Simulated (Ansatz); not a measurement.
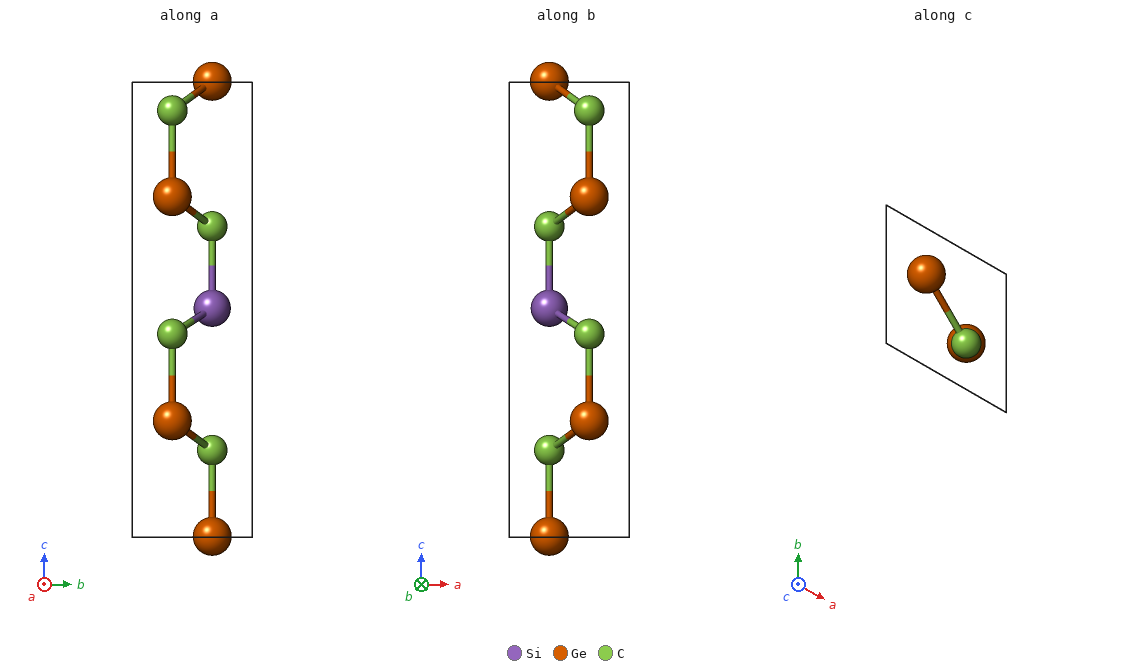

Ball-and-stick representation of a periodic structure, projected along the a axis, along the b axis and along the c axis. The box is the conventional unit cell; atoms on or close to its faces, edges and corners are drawn wherever they repeat.

Lattice parameters: a = 3.2090 Å, b = 3.2090 Å, c = 10.5627 Å, α = 90.000°, β = 90.000°, γ = 120.000°.

> Set out the cell and atoms as a CIF with its space group and independent sites, with free fractional coordinates to two decimals.

```cif
data_structure
_symmetry_space_group_name_H-M 'P 3 m 1'
_symmetry_Int_Tables_number 156
_cell_length_a 3.2090
_cell_length_b 3.2090
_cell_length_c 10.5627
_cell_angle_alpha 90.000
_cell_angle_beta 90.000
_cell_angle_gamma 120.000
_cell_volume 94.20
loop_
_atom_site_label
_atom_site_type_symbol
_atom_site_symmetry_multiplicity
_atom_site_Wyckoff_symbol
_atom_site_fract_x
_atom_site_fract_y
_atom_site_fract_z
_atom_site_occupancy
Si1 Si 1 b 0.3333 0.6667 0.50 1
Ge1 Ge 1 b 0.3333 0.6667 0.00 1
Ge2 Ge 1 c 0.6667 0.3333 0.26 1
Ge3 Ge 1 c 0.6667 0.3333 0.75 1
C1 C 1 b 0.3333 0.6667 0.19 1
C2 C 1 b 0.3333 0.6667 0.68 1
C3 C 1 c 0.6667 0.3333 0.45 1
C4 C 1 c 0.6667 0.3333 0.94 1
```

It goes back to a structure type filled with these elements by a generator (whether the compound takes this form wasn't checked). Earlier steps of the study may have refined or changed the cell and positions. Ansatz was used for an electronic-structure calculation on it.
